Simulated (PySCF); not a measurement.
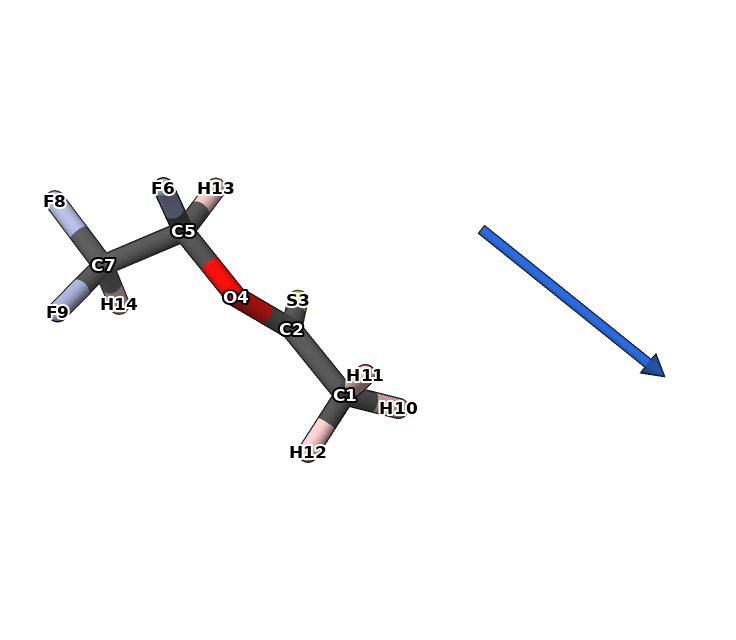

The arrow beside the molecule shows the direction of the dipole moment, from the negative to the positive end (its length means nothing). Computed geometry: GFN2-xTB optimisation. No frequency run is at hand to confirm it as a minimum. Level of theory: PBE0/pcSseg-1, gas phase (PySCF 2.14.0).

Question: How large is the dipole moment?

Answer: 2.62 D; it points from the side of F8 to the side of H10 (the outermost atoms at the two ends).
